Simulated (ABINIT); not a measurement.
Band structure of NaF (Fm-3m, 2 atoms in the cell).

```
NaF
1.0
    0.00000     2.29047     2.29047
    2.29047     0.00000     2.29047
    2.29047     2.29047     0.00000
Na F
1 1
Direct
  0.00000   0.00000   0.00000
  0.50000   0.50000   0.50000
```

Method: PBE, PAW (JTH v2.0 PBE PAW) (plane waves; ABINIT).

Settings: pseudos = [Na.GGA_PBE-JTH.xml, F.GGA_PBE-JTH.xml]; ecut = 816 eV; pawecutdg = 1633 eV; pawxcdev = 0; ixc = 11; occopt = 3; tsmear = 0.02 eV; ngkpt = 6 6 6; nshiftk = 1; shiftk = 0 0 0; potentials = JTH v2.0 PBE PAW; kptopt = 1; nstep = 80.

The starting cell comes from a database of computed structures (which also holds hypothetical and non-ambient phases and stackings), without a prior relaxation at this level. Its lattice was rescaled by a random factor within 2.5 % of one.

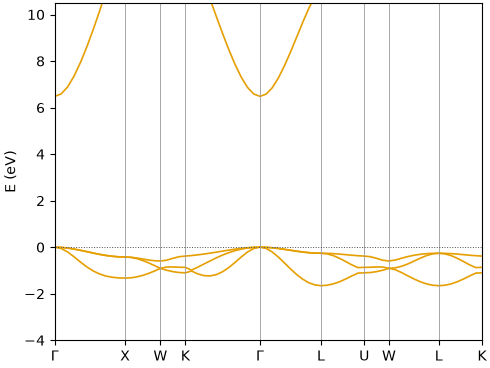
*Bands along the path, energies from the top of the valence band on the SCF mesh.*

Problem. Read off roughly the gap and where its edges lie.

Solution. The gap along the path is about 6.5 eV (computed: 6.48 eV), direct at Γ to within 0.01 eV.

Levels in eV from the top of the valence band on the SCF mesh, bands 5 to 12:
| point | 5 | 6 | 7 | 8 | 9 | 10 | 11 | 12 |
|---|---|---|---|---|---|---|---|---|
| Γ | -18.88 | 0.00 | 0.00 | 0.00 | 6.48 | 19.54 | 19.54 | 19.54 |
| X | -18.94 | -1.33 | -0.42 | -0.42 | 13.44 | 13.61 | 13.98 | 20.22 |
| W | -18.43 | -0.91 | -0.91 | -0.59 | 13.51 | 13.51 | 15.61 | 17.33 |
| K | -18.45 | -1.10 | -0.87 | -0.38 | 13.12 | 13.52 | 15.11 | 19.95 |
| L | -18.10 | -1.66 | -0.26 | -0.26 | 10.99 | 12.82 | 20.49 | 20.49 |
| U | -18.45 | -1.10 | -0.87 | -0.38 | 13.12 | 13.52 | 15.11 | 19.95 |
